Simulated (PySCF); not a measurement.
**C₃H₁₂OSi₃ (SMILES C[C@H]1C[SiH2]O[SiH2][SiH2]1): density, localisation and related maps**

The calculation's input:

```
{"job": {"kind": "nmr", "xc": "PBE0", "basis": "pcSseg-1"}, "charge": 0, "multiplicity": 1}
C     -1.147707    -1.397165     0.634627
C     -0.621715    -0.852952    -0.690924
C     -1.099375     0.589823    -0.922168
Si    -0.607285     1.873719     0.400725
O      0.921362     1.608859     0.884605
Si     2.137279     0.519813     0.744679
Si     1.296874    -0.996386    -0.776756
H     -0.893648    -2.450126     0.743820
H     -0.720613    -0.853483     1.475391
H     -2.232461    -1.302118     0.688384
H     -1.054109    -1.471740    -1.489379
H     -0.722532     0.924097    -1.893220
H     -2.189577     0.589290    -1.012046
H     -0.597871     3.221236    -0.166192
H     -1.429759     1.776132     1.607043
H      3.291766     1.330858     0.347932
H      2.350839     0.044489     2.117284
H      1.671352    -0.738980    -2.180457
H      1.637376    -2.406115    -0.520810
```

Command:

```sh
OMP_NUM_THREADS=1 python probes_run.py task.json out
```

Geometry: GFN2-xTB.

Method: PBE0/pcSseg-1, SCF density, gas phase, non-relativistic (PySCF).

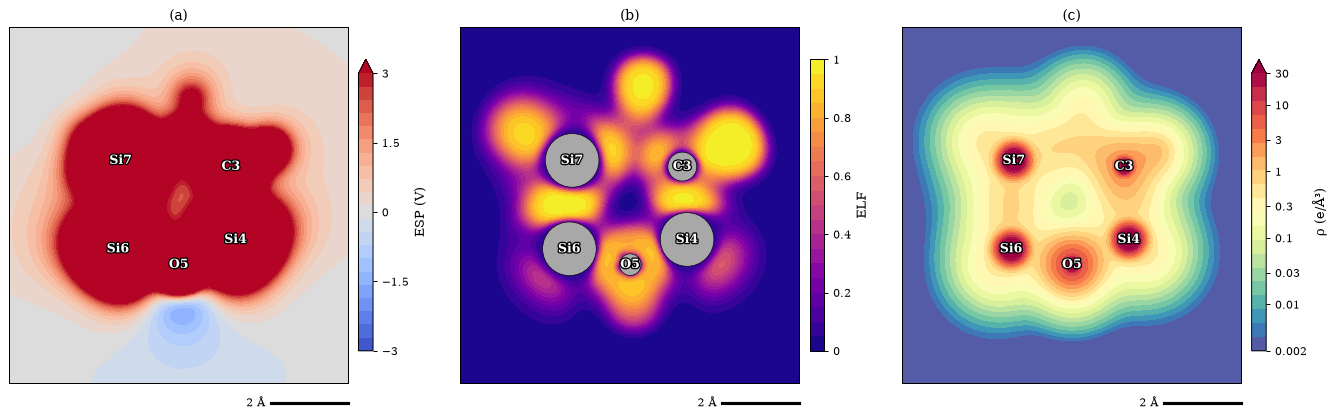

Figure 1. (a) molecular electrostatic potential; (b) electron localisation function; (c) electron density on the plane of atoms O5, Si6 and Si7. Grey discs cover the atomic cores in the ELF map.

**What do the fields say about this system?**

The plane passes through C, Si and O nuclei. Si–O (1.63 Å): ρ at the midpoint is about 1.1 e/Å³; the ELF peaks at about 0.85 between the atoms (a short, strongly polar bond). C–Si (1.91 Å): ρ at the midpoint is about 0.93 e/Å³; the ELF peaks at about 0.95 between the atoms (a shared electron pair). Si–Si (2.31 Å): ρ is about 0.69 e/Å³ halfway; the ELF peaks at about 1 between the atoms, as expected for localised, covalent bonding. The ELF also peaks beside O5, away from the bonds: lone-pair regions. Outside the dense part of the molecule the potential is most negative (−1.5 V) near O5.

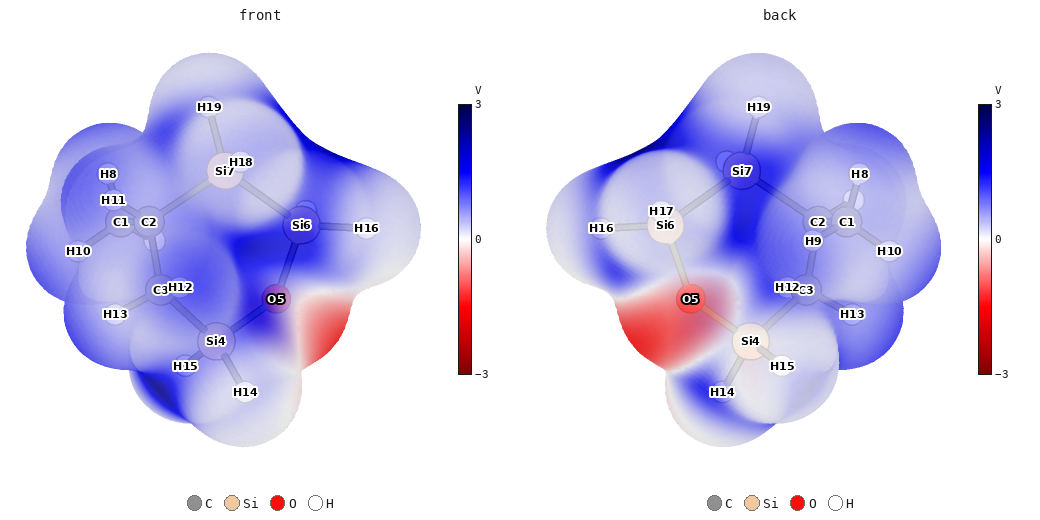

Figure 2. The molecular electrostatic potential painted on the density surface at 0.004 e/bohr³, seen from the front and from behind; red is negative and blue positive.

**Describe the electrostatic potential map.**

The most negative region (about −1.3 V) lies over O5, the most positive (about +2.3 V) over Si4 and Si6. O5 is the likeliest acceptor of a hydrogen bond.

**How polar is the molecule by this calculation?**

Its dipole moment is 1.49 D.
